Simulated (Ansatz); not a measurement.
W (bcc, W type)

Space group Im-3m (No. 229); a = b = c = 3.184 Å, α = β = γ = 90.00°

```
atom  site  symmetry       x       y       z
----  ----  --------  ------  ------  ------
W       2a      m-3m  0.0000  0.0000  0.0000
```
(The calculation used a cell of 1 atom; values per cell refer to that cell.)

Two coordinates are scanned: the volume, and the ratio of the stretch along z (the conventional c axis) to the stretch across it. Atoms keep their fractional coordinates.

Computed with PBE (plane waves to 420 eV, PAW, scalar-relativistic; Ansatz, a quantum-chemistry and plane-wave program). k mesh 20×20×20 (Γ-centred), Fermi-Dirac smearing 0.05 eV. E stands for the smeared free energy. Compression counts positive. With partly filled bands, the response to shear is sensitive to the k mesh, so small differences along c/a are uncertain. Spin-orbit coupling is left out, though W is heavy. W is run without spin polarisation. W was relaxed with its symmetry unable to fall. ΔE is measured from the relaxed starting cell.

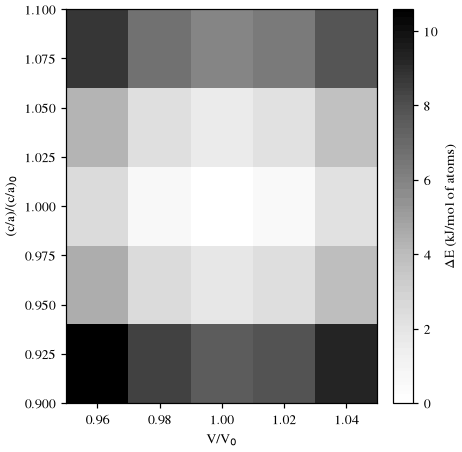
Figure. ΔE (kJ/mol of atoms) over the 5×5 grid of computed points.

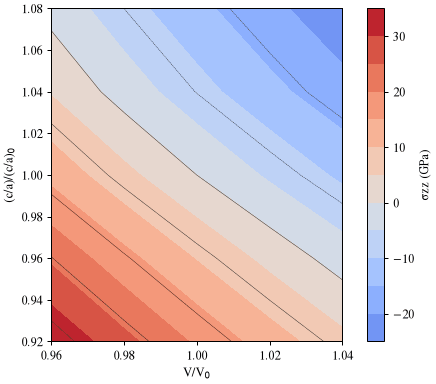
Figure. σzz (GPa) over the 5×5 grid of computed points.

Highest place on the grid: V/V₀ = 0.960, (c/a)/(c/a)₀ = 0.920 (110 meV/atom). Lowest place on the grid: V/V₀ = 1.000, (c/a)/(c/a)₀ = 1.000 (0 meV/atom).

(A scan under strain: stresses follow from slopes of the energy per volume, elastic moduli from its curvatures.)
